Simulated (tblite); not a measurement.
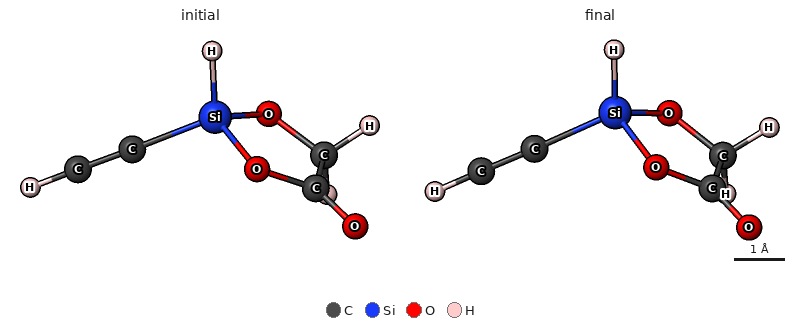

The structure of C$_{4}$H$_{4}$O$_{3}$Si before (left) and after (right) a relaxation, at one scale.

The picture is a ball-and-stick view, seen at a tilt.

Theory: GFN2-xTB geometry optimisation, gas phase in tblite. 

Q: Summarise the run.

A: Over 46 geometry steps the energy falls by 15.3 kJ/mol. The largest moves after the best rigid fit, 0.13 Å, are those of O and H atoms. By element the largest moves are O 0.13 Å, H 0.13 Å, Si 0.09 Å, C 0.08 Å. Among the contacts that change: C–O 1.374 → 1.326 Å, H–Si 1.481 → 1.449 Å, O–Si 1.668 → 1.638 Å, C–O 1.220 → 1.194 Å. Bond angles that change, for instance: C–Si–H 113.1° → 117.4°, C–Si–O 113.0° → 109.0°, Si–O–C 109.0° → 112.5°. The run took 1 s on 1 thread of Intel(R) Xeon(R) Processor @ 2.50GHz, with other jobs on the host.
